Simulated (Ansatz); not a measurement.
# CH₆Sn + HF: a complex and its separated parts

Aim: how far the complex at one end of a reaction step lies below its separated, relaxed parts, level by level.

Program: Ansatz 0.2.0, Gaussian basis. Level of theory: PBE0-D4/def2-TZVP structures, single points in def2-TZVPP, no counterpoise correction. These are calculated values, not measurements.

Levels: SPW92, PBE-D4, BLYP-D4, r2SCAN-D4, B97M-V, PBE0-D4, B3LYP-D4, r2SCAN0-D4, BHLYP-D4, CAM-B3LYP-D4, wB97X-V, wB97M-V, B2PLYP, PBE-QIDH, RPA on PBE, Hartree-Fock, MP2, CCSD, CCSD(T).

Correlated methods freeze the cores. Filled d shells of the heavier atoms are correlated. Core potentials replace the inner electrons past krypton, and spin-orbit coupling is left out. B3LYP uses VWN-RPA correlation. B2PLYP carries no dispersion term here.

88 further runs of the same task are left out: 88 set aside as unsound or not needed.

### Step 1. The system as given

The complex: 10 atoms, charge 0, spin multiplicity 1.

Atoms are counted from 1 here; the program's logs count them from 0.

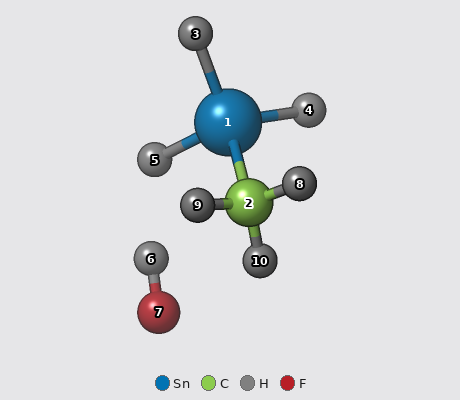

Start geometry, drawn with tin blue, carbon green, hydrogen grey, fluorine red; atoms are numbered from 1 in the order of the file.

Geometry (Å):

```
Sn   -0.9061    0.5866   -0.3510
C     0.0187   -1.3329   -0.2675
H    -1.5737    0.9173   -1.8857
H    -2.0907    0.7831    0.8596
H     0.3000    1.7966   -0.0765
H     1.5599    1.3280    0.9477
F     2.1496    0.9055    1.5304
H    -0.7386   -2.1145   -0.3245
H     0.7118   -1.4442   -1.1009
H     0.5690   -1.4254    0.6683
```

Its parts: CH₆Sn holds atoms 1, 2, 3, 4, 5, 8, 9, 10; HF holds atoms 6, 7. Each part counts its atoms afresh in its own runs.

### Step 2. Relaxing CH₆Sn alone

File relax-a/in.yaml:

```yaml
crystal:
  periodic: [false, false, false]
  atoms:
    - {symbol: Sn, position_ang: [-0.906087, 0.586627, -0.351003]}
    - {symbol: C, position_ang: [0.018670, -1.332854, -0.267471]}
    - {symbol: H, position_ang: [-1.573672, 0.917286, -1.885704]}
    - {symbol: H, position_ang: [-2.090726, 0.783091, 0.859601]}
    - {symbol: H, position_ang: [0.299951, 1.796567, -0.076453]}
    - {symbol: H, position_ang: [-0.738623, -2.114498, -0.324463]}
    - {symbol: H, position_ang: [0.711837, -1.444208, -1.100936]}
    - {symbol: H, position_ang: [0.569013, -1.425355, 0.668280]}
basis:
  gaussian: {orbitals: def2-TZVP}
hamiltonian: {xc: pbe0, dispersion: d4}
relax: {f_tol: 0.005, max_steps: 200}
```

The run is started by

```
ansatz run in.yaml --threads 4 --pin off --events-out ev --progress --plain --max-ram 9574MiB
```

The program printed, cut to the lines that bear on the results:

```text
Functional definition: PBE0
  name "PBE0"
  cite "Adamo & Barone, J. Chem. Phys. 110, 6158 (1999) doi:10.1063/1.478522"
  cite "Perdew, Burke & Ernzerhof, Phys. Rev. Lett. 77, 3865 (1996) doi:10.1103/PhysRevLett.77.3865"
  parent pbe
[...]
905 factors; their error is unknown
[...]
mean field -6964.78320209 eV, -255.9510617772 hartree, gradient 2.2e-5 eV, S^2 0.000000; 0 other end points of the search recorded, 0 dependent functions left out
[...]
reference -6964.78323908 eV, -255.9510631367 hartree; 17, 17 occupied and 100, 100 virtual orbitals, 905 factors
[...]
Atom 0 at    -0.876947     0.618646    -0.346033 Å, force     0.000311    -0.000462    -0.000079 eV/Å
Atom 1 at     0.017004    -1.323590    -0.267561 Å, force    -0.000023     0.000137     0.000030 eV/Å
Atom 2 at    -1.626611     0.859383    -1.863214 Å, force    -0.000349     0.000073    -0.000075 eV/Å
Atom 3 at    -2.055309     0.773046     0.882541 Å, force    -0.000283     0.000140     0.000082 eV/Å
Atom 4 at     0.314655     1.823551    -0.122143 Å, force     0.000112    -0.000147     0.000028 eV/Å
Atom 5 at    -0.744968    -2.090081    -0.408851 Å, force     0.000303     0.000537    -0.000028 eV/Å
Atom 6 at     0.766690    -1.420215    -1.052860 Å, force    -0.000050    -0.000154     0.000472 eV/Å
Atom 7 at     0.495848    -1.474085     0.699972 Å, force    -0.000021    -0.000125    -0.000431 eV/Å
Dipole moment:     0.068190    -0.148144     0.006001 e Å
```

Wall time 7 s (4 threads of Arm Neoverse V2, shared host).

Along the way:

```csv
step,energy from step 1 (eV),largest force component (eV/Å)
1,0.0000,0.4456
2,-0.0055,0.2390
3,-0.0120,0.0188
4,-0.0122,0.0200
5,-0.0122,0.0172
6,-0.0123,0.0122
7,-0.0123,0.0084
8,-0.0123,0.0005
```

Close pairs (by a distance rule), those that changed most:

```csv
bond,before (Å),after (Å),change (Å)
Sn1–H5,1.730,1.709,-0.021
Sn1–C2,2.132,2.140,+0.007
Sn1–H4,1.705,1.709,+0.004
Sn1–H3,1.706,1.709,+0.003
C2–H8,1.090,1.090,+0.000
C2–H7,1.090,1.090,+0.000
C2–H6,1.090,1.090,+0.000
```

### Step 3. Relaxing HF alone

File relax-b/in.yaml:

```yaml
crystal:
  periodic: [false, false, false]
  atoms:
    - {symbol: H, position_ang: [1.559916, 1.327953, 0.947750]}
    - {symbol: F, position_ang: [2.149620, 0.905489, 1.530400]}
basis:
  gaussian: {orbitals: def2-TZVP}
hamiltonian: {xc: pbe0, dispersion: d4}
relax: {f_tol: 0.005, max_steps: 200}
```

The run is started by

```
ansatz run in.yaml --threads 4 --pin off --events-out ev --progress --plain --max-ram 9574MiB
```

The program printed, cut to the lines that bear on the results:

```text
[... 5 set-up lines as earlier in the session ...]
[...]
200 factors; their error is unknown
[...]
mean field -2731.79850635 eV, -100.3917434290 hartree, gradient 6.9e-6 eV, S^2 0.000000; 0 other end points of the search recorded, 0 dependent functions left out
[...]
reference -2731.80170832 eV, -100.3918610991 hartree; 5, 5 occupied and 32, 32 virtual orbitals, 200 factors
Total energy: -2731.80322160 eV, -100.3919167109 hartree
Atom 0 at     1.563224     1.325583     0.951018 Å, force    -0.002230     0.001597    -0.002203 eV/Å
Atom 1 at     2.146312     0.907859     1.527132 Å, force     0.002230    -0.001597     0.002203 eV/Å
Dipole moment:    -0.254028     0.181986    -0.250989 e Å
```

Run time: 0.35 s. Hardware: 4 threads of Arm Neoverse V2, shared host.

Along the way:

```csv
step,energy from step 1 (eV),largest force component (eV/Å)
1,0.0000,0.3847
2,-0.0031,0.0816
3,-0.0032,0.0022
```

The bond:

```csv
bond,before (Å),after (Å),change (Å)
H1–F2,0.930,0.920,-0.010
```

### Step 4. SPW92/def2-TZVPP

File parta/in.yaml:

```yaml
crystal:
  periodic: [false, false, false]
  atoms:
    - {symbol: Sn, position_ang: [-0.876947, 0.618646, -0.346033]}
    - {symbol: C, position_ang: [0.017004, -1.323590, -0.267561]}
    - {symbol: H, position_ang: [-1.626611, 0.859383, -1.863214]}
    - {symbol: H, position_ang: [-2.055309, 0.773046, 0.882541]}
    - {symbol: H, position_ang: [0.314655, 1.823551, -0.122143]}
    - {symbol: H, position_ang: [-0.744968, -2.090081, -0.408851]}
    - {symbol: H, position_ang: [0.766690, -1.420215, -1.052860]}
    - {symbol: H, position_ang: [0.495848, -1.474085, 0.699972]}
basis:
  gaussian: {orbitals: def2-TZVPP}
hamiltonian: {xc: lda}
```

File partb/in.yaml:

```yaml
crystal:
  periodic: [false, false, false]
  atoms:
    - {symbol: H, position_ang: [1.563224, 1.325583, 0.951018]}
    - {symbol: F, position_ang: [2.146312, 0.907859, 1.527132]}
basis:
  gaussian: {orbitals: def2-TZVPP}
hamiltonian: {xc: lda}
```

One command serves all of them, each in its own folder.

The run is started by

```
ansatz run in.yaml --threads 4 --pin off --events-out ev --progress --plain --max-ram 9574MiB
```

Log of parta, cut to the lines that bear on the results:

```text
Functional definition: SPW92
  name "SPW92"
  cite "Dirac, Proc. Camb. Phil. Soc. 26, 376 (1930) doi:10.1017/S0305004100016108"
  cite "Slater, Phys. Rev. 81, 385 (1951) doi:10.1103/PhysRev.81.385"
  cite "Perdew & Wang, Phys. Rev. B 45, 13244 (1992) doi:10.1103/PhysRevB.45.13244"
[...]
922 factors; their error is unknown
[...]
mean field -6945.35891529 eV, -255.2372324036 hartree, gradient 3.6e-5 eV, S^2 0.000000; 0 other end points of the search recorded, 0 dependent functions left out
reference -6945.35896281 eV, -255.2372341499 hartree; 17, 17 occupied and 148, 148 virtual orbitals, 922 factors
Total energy: -6945.35896281 eV, -255.2372341499 hartree
```

Output in partb, cut to the lines that bear on the results:

```text
[... 5 set-up lines as earlier in the session ...]
[...]
215 factors; their error is unknown
[...]
mean field -2716.76647867 eV, -99.8393266006 hartree, gradient 3.5e-5 eV, S^2 0.000000; 0 other end points of the search recorded, 0 dependent functions left out
reference -2716.76648975 eV, -99.8393270079 hartree; 5, 5 occupied and 40, 40 virtual orbitals, 215 factors
Total energy: -2716.76648975 eV, -99.8393270079 hartree
```

Times: 0.45 s (parta), 0.1 s (partb) on 4 threads of Arm Neoverse V2, shared host.

### Step 5. PBE-D4/def2-TZVPP

Each input of step 4 (parta, partb) changes in the same lines:

```diff
-hamiltonian: {xc: lda}
+hamiltonian: {xc: pbe, dispersion: d4}
```

The same command starts each run, in its folder.

The run is started by

```
ansatz run in.yaml --threads 4 --pin off --events-out ev --progress --plain --max-ram 9574MiB
```

parta printed, cut to the lines that bear on the results:

```text
Functional definition: PBE
  name "PBE"
[... 2 set-up lines as earlier in the session ...]
[...]
922 factors; their error is unknown
[...]
mean field -6964.17432264 eV, -255.9286858701 hartree, gradient 2.6e-5 eV, S^2 0.000000; 0 other end points of the search recorded, 0 dependent functions left out
reference -6964.17437344 eV, -255.9286877371 hartree; 17, 17 occupied and 148, 148 virtual orbitals, 922 factors
Total energy: -6964.28747119 eV, -255.9328440026 hartree
```

partb printed, cut to the lines that bear on the results:

```text
[... 4 set-up lines as earlier in the session ...]
[...]
215 factors; their error is unknown
[...]
mean field -2731.84355893 eV, -100.3933990807 hartree, gradient 4.7e-5 eV, S^2 0.000000; 0 other end points of the search recorded, 0 dependent functions left out
reference -2731.84357104 eV, -100.3933995256 hartree; 5, 5 occupied and 40, 40 virtual orbitals, 215 factors
Total energy: -2731.84546490 eV, -100.3934691239 hartree
```

They took 0.7 s (parta), 0.1 s (partb) on 4 threads of Arm Neoverse V2, shared host.

### Step 6. BLYP-D4/def2-TZVPP

Each input of step 5 (parta, partb) changes in the same lines:

```diff
-hamiltonian: {xc: pbe, dispersion: d4}
+hamiltonian: {xc: {name: BLYP}, dispersion: d4}
```

One command serves all of them, each in its own folder.

The run is started by

```
ansatz run in.yaml --threads 4 --pin off --events-out ev --progress --plain --max-ram 9574MiB
```

parta printed, cut to the lines that bear on the results:

```text
Functional definition: BLYP
  name "BLYP"
  cite "Becke, Phys. Rev. A 38, 3098 (1988) doi:10.1103/PhysRevA.38.3098"
  cite "Lee, Yang & Parr, Phys. Rev. B 37, 785 (1988) doi:10.1103/PhysRevB.37.785"
[...]
922 factors; their error is unknown
[...]
mean field -6963.72532803 eV, -255.9121856226 hartree, gradient 3.2e-5 eV, S^2 0.000000; 0 other end points of the search recorded, 0 dependent functions left out
reference -6963.72571244 eV, -255.9121997493 hartree; 17, 17 occupied and 148, 148 virtual orbitals, 922 factors
Total energy: -6963.97497626 eV, -255.9213600256 hartree
```

Log of partb, cut to the lines that bear on the results:

```text
[... 4 set-up lines as earlier in the session ...]
[...]
215 factors; their error is unknown
[...]
mean field -2734.23789935 eV, -100.4813894681 hartree, gradient 3.9e-5 eV, S^2 0.000000; 0 other end points of the search recorded, 0 dependent functions left out
reference -2734.23802296 eV, -100.4813940105 hartree; 5, 5 occupied and 40, 40 virtual orbitals, 215 factors
Total energy: -2734.24260490 eV, -100.4815623939 hartree
```

Wall times: 0.75 s (parta), 0.1 s (partb) on 4 threads of Arm Neoverse V2, shared host.

### Step 7. r2SCAN-D4/def2-TZVPP

The same edit goes into each in.yaml of step 6 (parta, partb):

```diff
-hamiltonian: {xc: {name: BLYP}, dispersion: d4}
+hamiltonian: {xc: r2scan, dispersion: d4}
```

Each run has its own folder and the same command.

The run is started by

```
ansatz run in.yaml --threads 4 --pin off --events-out ev --progress --plain --max-ram 9574MiB
```

parta printed, cut to the lines that bear on the results:

```text
Functional definition: r2SCAN
  name "r2SCAN"
  cite "Furness, Kaplan, Ning, Perdew & Sun, J. Phys. Chem. Lett. 11, 8208 (2020) doi:10.1021/acs.jpclett.0c02405"
  cite "Furness, Kaplan, Ning, Perdew & Sun, J. Phys. Chem. Lett. 11, 9248 (2020) doi:10.1021/acs.jpclett.0c03077"
  parent r2scan
[...]
922 factors; their error is unknown
[...]
mean field -6967.58594535 eV, -256.0540606924 hartree, gradient 6.9e-5 eV, S^2 0.000000; 0 other end points of the search recorded, 0 dependent functions left out
reference -6967.58596034 eV, -256.0540612430 hartree; 17, 17 occupied and 148, 148 virtual orbitals, 922 factors
Total energy: -6967.61212398 eV, -256.0550227391 hartree
```

Log of partb, cut to the lines that bear on the results:

```text
[... 5 set-up lines as earlier in the session ...]
[...]
215 factors; their error is unknown
[...]
mean field -2733.29261603 eV, -100.4466509470 hartree, gradient 6.5e-6 eV, S^2 0.000000; 0 other end points of the search recorded, 0 dependent functions left out
reference -2733.29261921 eV, -100.4466510638 hartree; 5, 5 occupied and 40, 40 virtual orbitals, 215 factors
Total energy: -2733.29307674 eV, -100.4466678777 hartree
```

Times: 1.5 s (parta), 0.35 s (partb) on 4 threads of Arm Neoverse V2, shared host.

### Step 8. B97M-V/def2-TZVPP

Each input of step 7 (parta, partb) changes in the same lines:

```diff
-hamiltonian: {xc: r2scan, dispersion: d4}
+hamiltonian: {xc: {name: B97M-V}}
```

Each run has its own folder and the same command.

The run is started by

```
ansatz run in.yaml --threads 4 --pin off --events-out ev --progress --plain --max-ram 9574MiB
```

Output in parta, cut to the lines that bear on the results:

```text
Functional definition: B97M-V
  name "B97M-V"
  cite "Mardirossian & Head-Gordon, J. Chem. Phys. 142, 074111 (2015) doi:10.1063/1.4907719"
  cite "Becke, J. Chem. Phys. 107, 8554 (1997) doi:10.1063/1.475007"
  cite "Vydrov & Van Voorhis, J. Chem. Phys. 133, 244103 (2010) doi:10.1063/1.3521275"
  # Of w^i u^j: cxij and so on, Table III.
[...]
  gx(w, u) = cx00 + cx01*u + cx02*u^2 + (cx10 + cx11*u)*w
[...]
  gos(w, u) = cos00 + cos01*u + cos03*u^3 + cos10*w + cos32*w^3*u^2
[...]
      + integral(e_c_pw_mod_opposite_spin*gos(b97_w_opposite, b97_u_opposite)) + vv10(b, c)
922 factors; their error is unknown
[...]
mean field -6966.40444769 eV, -256.0106414542 hartree, gradient 5.2e-5 eV, S^2 0.000000; 0 other end points of the search recorded, 0 dependent functions left out
reference -6966.40451943 eV, -256.0106440903 hartree; 17, 17 occupied and 148, 148 virtual orbitals, 922 factors
Total energy: -6966.40451943 eV, -256.0106440903 hartree
```

partb printed, cut to the lines that bear on the results:

```text
[... 5 set-up lines as earlier in the session ...]
  # Of w^i u^j: cxij and so on, Table III.
[...]
  gx(w, u) = cx00 + cx01*u + cx02*u^2 + (cx10 + cx11*u)*w
[...]
  gos(w, u) = cos00 + cos01*u + cos03*u^3 + cos10*w + cos32*w^3*u^2
[...]
      + integral(e_c_pw_mod_opposite_spin*gos(b97_w_opposite, b97_u_opposite)) + vv10(b, c)
215 factors; their error is unknown
[...]
mean field -2733.38838623 eV, -100.4501704366 hartree, gradient 2.3e-5 eV, S^2 0.000000; 0 other end points of the search recorded, 0 dependent functions left out
reference -2733.38840394 eV, -100.4501710875 hartree; 5, 5 occupied and 40, 40 virtual orbitals, 215 factors
Total energy: -2733.38840394 eV, -100.4501710875 hartree
```

Times: 3 s (parta), 0.25 s (partb) on 4 threads of Arm Neoverse V2, shared host.

### Step 9. PBE0-D4/def2-TZVPP

Each input of step 8 (parta, partb) changes in the same lines:

```diff
-hamiltonian: {xc: {name: B97M-V}}
+hamiltonian: {xc: pbe0, dispersion: d4}
+output: {orbitals: {seedname: orbitals}}
```

Each run has its own folder and the same command.

The run is started by

```
ansatz run in.yaml --threads 4 --pin off --events-out ev --progress --plain --max-ram 9574MiB
```

Output in parta, cut to the lines that bear on the results:

```text
[... 5 set-up lines as earlier in the session ...]
[...]
995 factors; their error is unknown
[...]
mean field -6964.83867243 eV, -255.9531002747 hartree, gradient 4.7e-5 eV, S^2 0.000000; 0 other end points of the search recorded, 0 dependent functions left out
reference -6964.83870895 eV, -255.9531016166 hartree; 17, 17 occupied and 148, 148 virtual orbitals, 995 factors
Total energy: -6964.93344327 eV, -255.9565830388 hartree
```

Log of partb, cut to the lines that bear on the results:

```text
[... 5 set-up lines as earlier in the session ...]
[...]
215 factors; their error is unknown
[...]
mean field -2731.86112546 eV, -100.3940446386 hartree, gradient 4.0e-5 eV, S^2 0.000000; 0 other end points of the search recorded, 0 dependent functions left out
reference -2731.86113417 eV, -100.3940449588 hartree; 5, 5 occupied and 40, 40 virtual orbitals, 215 factors
Total energy: -2731.86264744 eV, -100.3941005706 hartree
```

They took 0.9 s (parta), 0.1 s (partb) on 4 threads of Arm Neoverse V2, shared host.

### Step 10. B3LYP-D4/def2-TZVPP

The same edit goes into each in.yaml of step 9 (parta, partb):

```diff
-hamiltonian: {xc: pbe0, dispersion: d4}
-output: {orbitals: {seedname: orbitals}}
+hamiltonian: {xc: {name: B3LYP}, dispersion: d4}
```

Each run has its own folder and the same command.

The run is started by

```
ansatz run in.yaml --threads 4 --pin off --events-out ev --progress --plain --max-ram 9574MiB
```

parta printed, cut to the lines that bear on the results:

```text
Functional definition: B3LYP
  name "B3LYP"
  cite "Stephens, Devlin, Chabalowski & Frisch, J. Phys. Chem. 98, 11623 (1994) doi:10.1021/j100096a001"
[... 2 set-up lines as earlier in the session ...]
  cite "Vosko, Wilk & Nusair, Can. J. Phys. 58, 1200 (1980) doi:10.1139/p80-159"
[...]
966 factors; their error is unknown
[...]
mean field -6968.47146617 eV, -256.0866029823 hartree, gradient 3.6e-5 eV, S^2 0.000000; 0 other end points of the search recorded, 0 dependent functions left out
reference -6968.47174910 eV, -256.0866133797 hartree; 17, 17 occupied and 148, 148 virtual orbitals, 966 factors
Total energy: -6968.65544173 eV, -256.0933639591 hartree
```

Output in partb, cut to the lines that bear on the results:

```text
[... 6 set-up lines as earlier in the session ...]
[...]
215 factors; their error is unknown
[...]
mean field -2734.54625322 eV, -100.4927212639 hartree, gradient 1.9e-5 eV, S^2 0.000000; 0 other end points of the search recorded, 0 dependent functions left out
reference -2734.54634406 eV, -100.4927246021 hartree; 5, 5 occupied and 40, 40 virtual orbitals, 215 factors
Total energy: -2734.54933374 eV, -100.4928344707 hartree
```

Times: 0.95 s (parta), 0.15 s (partb) on 4 threads of Arm Neoverse V2, shared host.

### Step 11. r2SCAN0-D4/def2-TZVPP

Each input of step 10 (parta, partb) changes in the same lines:

```diff
-hamiltonian: {xc: {name: B3LYP}, dispersion: d4}
+hamiltonian: {xc: {name: r2SCAN0}, dispersion: d4}
```

Each run has its own folder and the same command.

The run is started by

```
ansatz run in.yaml --threads 4 --pin off --events-out ev --progress --plain --max-ram 9574MiB
```

parta printed, cut to the lines that bear on the results:

```text
Functional definition: r2SCAN0
  name "r2SCAN0"
  cite "Bursch, Neugebauer, Ehlert & Grimme, J. Chem. Phys. 156, 134105 (2022) doi:10.1063/5.0086040"
[... 3 set-up lines as earlier in the session ...]
[...]
995 factors; their error is unknown
[...]
mean field -6966.77281840 eV, -256.0241788280 hartree, gradient 4.0e-5 eV, S^2 0.000000; 0 other end points of the search recorded, 0 dependent functions left out
reference -6966.77283023 eV, -256.0241792627 hartree; 17, 17 occupied and 148, 148 virtual orbitals, 995 factors
Total energy: -6966.80387784 eV, -256.0253202415 hartree
```

Output in partb, cut to the lines that bear on the results:

```text
[... 6 set-up lines as earlier in the session ...]
[...]
215 factors; their error is unknown
[...]
mean field -2732.94548468 eV, -100.4338941050 hartree, gradient 6.6e-5 eV, S^2 0.000000; 0 other end points of the search recorded, 0 dependent functions left out
reference -2732.94548714 eV, -100.4338941955 hartree; 5, 5 occupied and 40, 40 virtual orbitals, 215 factors
Total energy: -2732.94598911 eV, -100.4339126424 hartree
```

Times: 1.7 s (parta), 0.35 s (partb) on 4 threads of Arm Neoverse V2, shared host.

### Step 12. BHLYP-D4/def2-TZVPP

The same edit goes into each in.yaml of step 11 (parta, partb):

```diff
-hamiltonian: {xc: {name: r2SCAN0}, dispersion: d4}
+hamiltonian: {xc: {name: BHLYP}, dispersion: d4}
```

The same command starts each run, in its folder.

The run is started by

```
ansatz run in.yaml --threads 4 --pin off --events-out ev --progress --plain --max-ram 9574MiB
```

Output in parta, cut to the lines that bear on the results:

```text
Functional definition: BHLYP
  name "BHLYP"
  cite "Becke, J. Chem. Phys. 98, 1372 (1993) doi:10.1063/1.464304"
[... 2 set-up lines as earlier in the session ...]
[...]
1059 factors; their error is unknown
[...]
mean field -6963.47992968 eV, -255.9031673997 hartree, gradient 3.0e-5 eV, S^2 0.000000; 0 other end points of the search recorded, 0 dependent functions left out
reference -6963.48011717 eV, -255.9031742896 hartree; 17, 17 occupied and 148, 148 virtual orbitals, 1059 factors
Total energy: -6963.62625707 eV, -255.9085448320 hartree
```

Log of partb, cut to the lines that bear on the results:

```text
[... 5 set-up lines as earlier in the session ...]
[...]
234 factors; their error is unknown
[...]
mean field -2733.43316890 eV, -100.4518161697 hartree, gradient 1.2e-5 eV, S^2 0.000000; 0 other end points of the search recorded, 0 dependent functions left out
reference -2733.43322944 eV, -100.4518183942 hartree; 5, 5 occupied and 40, 40 virtual orbitals, 234 factors
Total energy: -2733.43495739 eV, -100.4518818952 hartree
```

Wall times: 0.85 s (parta), 0.15 s (partb) on 4 threads of Arm Neoverse V2, shared host.

[end of part 1 of 2]
